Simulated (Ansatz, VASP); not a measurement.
# KCl (Sylvite): VASP beside Ansatz, part 2 of 2

One calculation is typed for both programs; each brings its own data sets. How far apart do they land? The cell is taken from a series of VASP runs on this material, whose earlier steps may have relaxed, scaled or displaced it; both programs get it as it stands. Valence electrons are named where the data sets of a main pair hold unlike numbers.

VASP 6.6.1 and Ansatz 0.2.0.

So far. Step 2 (VASP: band structure, HSE06): The k-mesh is coarse for exact exchange; levels may shift by about 0.1 eV on a finer one.

### Step 3. Ansatz: band structure, HSE06

Level of this step: Ansatz beside VASP: Kohn-Sham DFT, plane waves, HSE06 (Ansatz).

Ansatz runs on its default PAW (the set named soft_2) files.

The same cell, functional, mesh and smearing now go to Ansatz, which takes its cutoff from its data sets.

input.yaml reads:

```yaml
crystal:
  lattice:
    - [0.0, 3.1394, 3.1394]
    - [3.1394, 0.0, 3.1394]
    - [3.1394, 3.1394, 0.0]
  atoms:
    - { symbol: K, position: [0.0, 0.0, 0.0] }
    - { symbol: Cl, position: [0.5, 0.5, 0.5] }
hamiltonian:
  xc: { exchange: pbe, correlation: pbe, exx: { coeff: 0.25, omega: 0.2 } }
  pseudopotentials: { kind: paw }
kpoints:
  mp_grid: { grid: [4, 4, 4] }
  band_path:
    path:
      - [0.0, 0.0, 0.0]
      - [0.5, 0.0, 0.5]
      - [0.5, 0.22222, 0.72222]
      - [0.40278, 0.34722, 0.75]
      - [0.125, 0.125, 0.25]
      - [0.27778, 0.27778, 0.27778]
      - [0.55556, 0.38889, 0.55556]
      - [0.58333, 0.25, 0.66667]
      - [0.5, 0.30556, 0.69444]
      - [0.48611, 0.48611, 0.52778]
      - [0.625, 0.25, 0.625]
      - [0.5, 0.0, 0.5]
    npoints: 1
scf:
  occupations: { method: gaussian, width: 0.03 }
  n_extra_bands: 7
output:
  forces: true
  stress: true
  eigenvalues: true
  write_density: true
  write_potential: true
  elf: true
  volumetric_format: npy
```

On the command line:

```sh
$ ansatz run input.yaml --threads 4 --pin off --max-ram 9216MiB --backend cpu --events-out ev --progress --plain --runs-dir out
```

Numbers of over 12 decimals in the logs are rounded to 6 here.

Log:

```text
Warning: output.stress: scf.convergence.dr2_threshold = 1e-7 eV (the SCF's general default) is looser than the 2e-10 eV advised for a printed stress (1e-10 eV for each atom of the cell: 2). What an SCF threshold leaves in a stress goes as its square root, and in the free energy as the threshold itself, and one threshold admits the most on a small cell: [figures from the program's tests cut] Set scf.convergence.dr2_threshold to 2e-10 eV or tighter. The threshold is an SCF's pass mark: one that does not reach it within its budget of iterations ends unconverged, or closes short of it on a stop that the run arms, and scf.convergence.dr2_threshold's page says what that costs each kind of run
Warning: output.stress: scf.exx.energy_threshold = 1e-6 eV is looser than the 2e-8 eV advised for a stress under a hybrid functional (1e-8 eV for each atom of the cell: 2). Every SCF of the exchange loop can meet its threshold on dr2 while the loop round them stops early: no threshold on dr2 bounds what that leaves in the stress. Set scf.exx.energy_threshold to 2e-8 eV or tighter. The threshold is the loop's pass mark: a loop that does not reach it within its budget of cycles ends unconverged, and scf.exx.energy_threshold's page has the law
scf.n_extra_bands = 7 over 8 filled bands (N_el = 16.0): the run solves 15 bands
Engine: ansatz 0.2.0, aarch64-unknown-linux-gnu
Pseudopotentials: kind: paw
Pseudopotential: K, paw, valence charge 9, recommended cutoff 420 eV (normal), K.paw.azcp
Pseudopotential: Cl, paw, valence charge 7, recommended cutoff 420 eV (normal), Cl.paw.azcp
Functional definition: unnamed
  parameter a_1 = 0.25
  parameter omega_1 = 0.2/angstrom
  exchange = pbe_x + (-a_1)*pbe_x_sr(omega_1) + a_1*exact_x_sr(omega_1)
  correlation = pbe_c
Crystal: 2 atoms, lattice volume = 61.883 Å³
Basis set: ecut = 420 eV, 1243 PW (Γ), exchange–correlation on 60×60×60 points (8 copies of the dense FFT grid, shifted against one another)
Bands: 15, of which v1, the nominal top of the filled ones, is band 8 counted from 1 (7 counted from 0)
Symmetry: 48 space group operations
Space group: Fm-3m (ITA 225), of the structure as read, at distance tolerance 4.0e-5 Å
k-points: 8 of 64
Non-local potential: K, projectors of the file, l = 0: 3, l = 1: 2, l = 2: 2
Non-local potential: Cl, projectors of the file, l = 0: 2, l = 1: 2, l = 2: 2
PAW form: soft (Blöchl's): semilocal exchange-correlation on the pseudo side does not see the compensation charge
PAW frozen core: K, regenerated for the run's functional, and the local potential with it (the file was generated under x = pbe(κ = 0.804, μ = 0.219515), c = pbe(β = 0.066725))
PAW frozen core: Cl, regenerated for the run's functional, and the local potential with it (the file was generated under x = pbe(κ = 0.804, μ = 0.219515), c = pbe(β = 0.066725))
PAW one-centre angular grid: K, 110 points (default); XC on 64 Gauss nodes
PAW one-centre angular grid: Cl, 110 points (default); XC on 64 Gauss nodes
Initial density: superposition of atomic densities (neutral atoms: chi_scale 0, normalization atom), corrected by the library's trained network
Initial wavefunctions: pseudopotential atomic-orbital guess
Functional: x = pbe(κ = 0.804, μ = 0.219515), c = pbe(β = 0.066725), warm-up for x = pbe(κ = 0.804, μ = 0.219515) + 0.25 (exact − pbe) at short range (hse, ω = 0.2 Å⁻¹), c = pbe(β = 0.066725)
SCF iter   1: F=—  HF=-2621.216441 eV  |F-HF|=—  |Δ(HF+E_count)|=         —  Δρ=6.81e-4  dr2=3.49e-4  ethr=1.77e-3  ⟨swp⟩=2.1  Hψ=944  notcnv=0
preconditioner: auto → none  [insulator: Δε(μ)=5.197 eV  Ē_g=16.338 eV  σ=0.030 eV  W_gap=1.00  n_scr=14 (ndim 8)  ℏωp=17.7 eV  f_vac=0.077  D(μ)=0.00/eV (n_scr^D=0)]
iter 2 solved again at ethr=5.37e-8 eV; its pass at ethr=2.18e-6 eV (dr2=8.59e-6 eV) is discarded
SCF iter   2: F=-2621.216319 eV  HF=-2621.216322 eV  |F-HF|=2.60e-6  |Δ(HF+E_count)|=   1.19e-4  Δρ=1.21e-4  dr2=8.30e-6  ethr=5.37e-8  ⟨swp⟩=2.6  Hψ=431  notcnv=0
SCF 1 stopped early in 2 iterations: F = -2621.216319 eV  dr2 = 8.30e-6
  greatest PAW one-centre occupation: 0.987 electrons in one spin orbital (limit 2), on the K atom at site 0 (counted from 0), in its partial waves of l = 0
Initial density: handed on by an earlier stage of this run
Initial wavefunctions: those handed on with the density
Functional: x = pbe(κ = 0.804, μ = 0.219515) + 0.25 (exact − pbe) at short range (hse, ω = 0.2 Å⁻¹), c = pbe(β = 0.066725)
Exchange kernel: α = 0.2500, screened, ω = 0.2000 Å⁻¹, Wigner–Seitz truncation, v(0) = 1117.7092 eV·Å³, q-mesh 4×4×4, nearest image of the exchange supercell L = 17.76 Å, pair-density grid 18×18×18, without the augmentation charges, whose exchange is taken in its separable form by FFT convolution over the k-point mesh (sized by the pseudopotential files, 25×25×25 at the most), smooth part of the exact exchange by density-matrix convolution
Frozen-core exchange: fock
SCF iter   1: F=—  HF=-2622.891541 eV  |F-HF|=—  |Δ(HF+E_count)|=         —  Δρ=2.60e-3  dr2=3.31e-3  ethr=5.19e-7  ⟨swp⟩=9.6  Hψ=702  notcnv=0
preconditioner: auto → none  [insulator: Δε(μ)=6.554 eV  Ē_g=18.501 eV  σ=0.030 eV  W_gap=1.00  n_scr=14 (ndim 8)  ℏωp=17.7 eV  f_vac=0.078  D(μ)=0.00/eV (n_scr^D=0)]
SCF iter   2: F=—  HF=-2622.890588 eV  |F-HF|=—  |Δ(HF+E_count)|=   9.53e-4  Δρ=1.21e-3  dr2=5.89e-4  ethr=5.19e-7  ⟨swp⟩=3.4  Hψ=334  notcnv=0
SCF iter   3: F=—  HF=-2622.891793 eV  |F-HF|=—  |Δ(HF+E_count)|=   1.21e-3  Δρ=3.54e-4  dr2=9.37e-5  ethr=5.19e-7  ⟨swp⟩=3.4  Hψ=346  notcnv=0
SCF iter   4: F=—  HF=-2622.891769 eV  |F-HF|=—  |Δ(HF+E_count)|=   2.40e-5  Δρ=3.48e-5  dr2=1.49e-6  ethr=5.19e-7  ⟨swp⟩=3.0  Hψ=199  notcnv=0
SCF iter   5: F=-2622.891778 eV  HF=-2622.891777 eV  |F-HF|=4.93e-7  |Δ(HF+E_count)|=   8.04e-6  Δρ=1.63e-5  dr2=2.42e-7  ethr=4.23e-9  ⟨swp⟩=3.6  Hψ=339  notcnv=0
SCF 2 stopped early in 5 iterations: F = -2622.891778 eV  dr2 = 2.42e-7
  greatest PAW one-centre occupation: 0.989 electrons in one spin orbital (limit 2), on the K atom at site 0 (counted from 0), in its partial waves of l = 0
hybrid outer 1: dexx = +1.519e-3 eV, tail = 3.81e-6 eV
Exchange kernel: α = 0.2500, screened, ω = 0.2000 Å⁻¹, Wigner–Seitz truncation, v(0) = 1117.7092 eV·Å³, q-mesh 4×4×4, nearest image of the exchange supercell L = 17.76 Å, pair-density grid 18×18×18, without the augmentation charges, whose exchange is taken in its separable form by FFT convolution over the k-point mesh (sized by the pseudopotential files, 25×25×25 at the most), smooth part of the exact exchange by density-matrix convolution
Frozen-core exchange: fock
SCF iter   1: F=—  HF=-2622.891796 eV  |F-HF|=—  |Δ(HF+E_count)|=         —  Δρ=2.96e-5  dr2=1.38e-7  ethr=1.19e-7  ⟨swp⟩=4.8  Hψ=327  notcnv=0
preconditioner: auto → none  [insulator: Δε(μ)=6.548 eV  Ē_g=18.499 eV  σ=0.030 eV  W_gap=1.00  n_scr=14 (ndim 8)  ℏωp=17.7 eV  f_vac=0.097  D(μ)=0.00/eV (n_scr^D=0)]
SCF iter   2: F=—  HF=-2622.891796 eV  |F-HF|=—  |Δ(HF+E_count)|=   2.86e-8  Δρ=1.36e-5  dr2=2.73e-8  ethr=7.28e-10  ⟨swp⟩=2.6  Hψ=195  notcnv=0
SCF iter   3: F=-2622.891796 eV  HF=-2622.891796 eV  |F-HF|=1.36e-10  |Δ(HF+E_count)|=   8.20e-9  Δρ=9.07e-7  dr2=2.23e-9  ethr=1.58e-10  ⟨swp⟩=3.0  Hψ=211  notcnv=0
SCF 3 converged in 3 iterations: F = -2622.891796 eV  dr2 = 2.23e-9
  Residual-converged pass: ⟨swp⟩=3.0  Hψ=212  notcnv=0  max |occ|·‖R‖ = 2.3e-6 eV (tolerance 2.4e-6 eV)  dr2=2.29e-9  dr2_onsite=3.41e-11  max |Δocc| = 0.0e0
hybrid outer 2: dexx = +5.362e-8 eV, tail = 6.68e-9 eV, Δε = 1.90e-3 eV (about 8.43e-5 eV left of the loop's levels)
NSCF: frozen V_eff on 12 k-points
hybrid SCF converged: 2 outer / 8 inner (+2 warm-up), last move |dexx| = 5.36e-8 eV, tail = 6.68e-9 eV
Stability not checked: this state was not tested for a lower state beside it, because the functional holds exact exchange (a hybrid, or Hartree-Fock), whose exchange loop this test does not read (fock_operator; see scf.lower_state_search)
Free energy (F): -2622.891796 eV
Frozen-core exchange: fock
Harris-Foulkes:  -2622.891796 eV  (|F-HF|=1.36e-10)
Internal energy: -2622.891796 eV  (E = F + TS)
E sigma→0 (E₀):  -2622.891796 eV
Fermi energy:    3.172517 eV
--- Per-component energies (eV) ---
  E_band       = -157.342277
  E_kinetic    = 416.370025
  E_local      = -832.073630  (includes V_loc(G=0)·N_el)
  E_nonlocal   = 40.931312
  E_hartree    = 279.171532
  E_xc         = -194.486936
  E_vxc        = -228.729787  (∫ρ·V_xc dr)
  E_exx        = -39.736523  (= α·E_x^exact, valence–valence)
  E_paw        = -1451.905144  (= ΣΔE_a)
  E_vpaw       = -32.709945  (= ΣTr[D̂ρ^β])
  E_aug_tail   = 0.000085  (compensation charges beyond the density's cutoff)
  E_ewald      = -840.910139
  E_core_change = -0.252376  (= ΣΔE_core)
  E_smearing   = -0.000000  (= −TS)
  E_closure    = -0.000000  (closes the sum)
  Σ components = -2622.891796   (vs F -2622.891796, Δ=0.00e0)
--- Forces (eV/Å), atoms counted from 1 ---
  atom   1  K     -0.00000000     0.00000000     0.00000000
  atom   2  Cl     0.00000000     0.00000000    -0.00000000
  max |Σ_I F_I| component: 3.35e-30 eV/Å
--- Stress (GPa, compression-positive) ---
        0.585452      -0.000000      -0.000000
       -0.000000       0.585452       0.000000
       -0.000000      -0.000000       0.585452
  P = ⅓ Tr σ = 0.5855 GPa (5.855 kbar)
--- Band table (eV; the first three rows and the last of 8) ---
  k-point 0: bands = [... 4 lower, -11.4273, -0.1015, -0.1015, -0.1015, 6.4464, 9.8381, 9.8381, 9.8381, ... 3 higher]
  k-point 1: bands = [... 4 lower, -11.3100, -0.7106, -0.2786, -0.2786, 7.7345, 9.5539, 10.6421, 10.6421, ... 3 higher]
  k-point 2: bands = [... 4 lower, -11.1994, -1.2131, -0.4451, -0.4451, 8.8422, 10.0566, 12.2572, 12.2572, ... 3 higher]
  k-point 7: bands = [... 4 lower, -11.3439, -0.6178, -0.6054, -0.6054, 9.3939, 9.3939, 10.9236, 11.5297, ... 3 higher]
```

Wall time 23 s (4 threads of Arm Neoverse N1, shared host); peak memory 0.61 GiB; 83 s of CPU time.

The column dr2 measures how far the density is from self-consistency, as an energy; F and HF (Harris–Foulkes) agree once it is small.

### Step 4. Differences

Known differences besides the potentials themselves: exact exchange at q = 0 is treated differently, which shows on coarse meshes; VASP keeps PBE cores, Ansatz makes them for the functional; the cutoff is 420 eV in Ansatz and 350 eV in VASP; VASP takes a coarser grid for exact exchange (PRECFOCK = Fast). Total energies have different zeros and are not compared.

Compared:

| quantity | Ansatz | VASP | difference |
| --- | --- | --- | --- |
| gap over the path points (eV) | 6.548 | 6.543 | +0.005 |

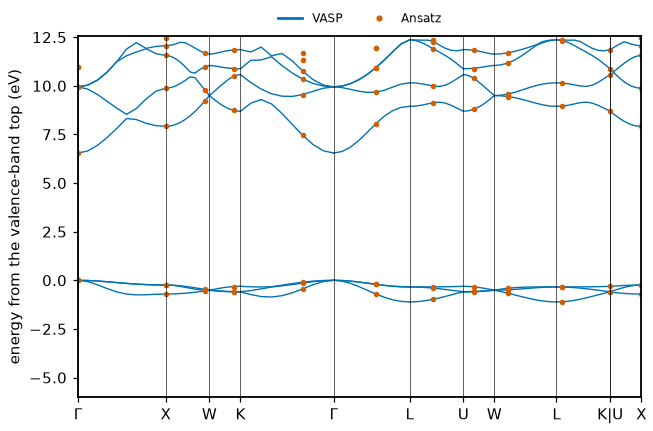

Bands from VASP (lines) and levels from Ansatz (dots). Dots without a line are higher empty bands that the VASP plot leaves out.

Levels at points of the path, from each program's valence-band top (eV; 3 filled, then empty):

| k (reciprocal lattice) | Ansatz | VASP |
| --- | --- | --- |
| 0.000 0.000 0.000 | 0.00 0.00 0.00 6.55 9.94 9.94 | 0.00 0.00 0.00 6.54 9.95 9.95 |
| 0.500 0.000 0.500 | -0.70 -0.24 -0.24 7.91 9.87 11.56 | -0.71 -0.24 -0.24 7.91 9.88 11.56 |
| 0.500 0.222 0.722 | -0.54 -0.51 -0.46 9.20 9.80 10.96 | -0.54 -0.51 -0.47 9.20 9.80 10.98 |
| 0.403 0.347 0.750 | -0.59 -0.58 -0.32 8.74 10.48 10.88 | -0.60 -0.58 -0.32 8.74 10.49 10.89 |
| 0.125 0.125 0.250 | -0.44 -0.14 -0.10 7.47 9.54 10.34 | -0.44 -0.14 -0.10 7.46 9.55 10.35 |
| 0.278 0.278 0.278 | -0.70 -0.21 -0.21 8.05 9.67 10.92 | -0.70 -0.20 -0.20 8.05 9.67 10.93 |
| 0.556 0.389 0.556 | -0.97 -0.40 -0.34 9.13 9.99 11.88 | -0.97 -0.40 -0.34 9.13 9.99 11.90 |
| 0.583 0.250 0.667 | -0.59 -0.57 -0.34 8.79 10.38 10.89 | -0.59 -0.57 -0.34 8.79 10.39 10.90 |
| 0.500 0.306 0.694 | -0.66 -0.49 -0.41 9.45 9.58 11.16 | -0.67 -0.49 -0.41 9.45 9.58 11.18 |
| 0.486 0.486 0.528 | -1.10 -0.35 -0.34 8.96 10.15 12.32 | -1.10 -0.35 -0.34 8.96 10.14 12.33 |

Among the levels compared at these points, filled levels agree within 3 meV and empty ones within 20 meV.

### Step 5. Summary of results

```
largest difference of a filled level at the path points (band structure, HSE06) : 3 meV
```

**Reading.** The largest difference of a filled level at the path points is 3 meV (band structure, HSE06), within the 80 meV picked in this series as the mark of a large difference. Such differences can come from data sets, numerical settings and the points named under the comparisons, not from the functional's error against experiment.

[Lines on the potential files, build, host, timing and source positions are cut from VASP's logs without a mark.]

[Logs are printed without paths, hosts, clocks, repeated set-up lines and the standing remarks that a program may print on its own settings, such as how far it seeks lower states.]

[Hosts, paths, dates, database ids (printed as entryN), source tags and the programs' standing remarks are cut or masked in the printed files.]
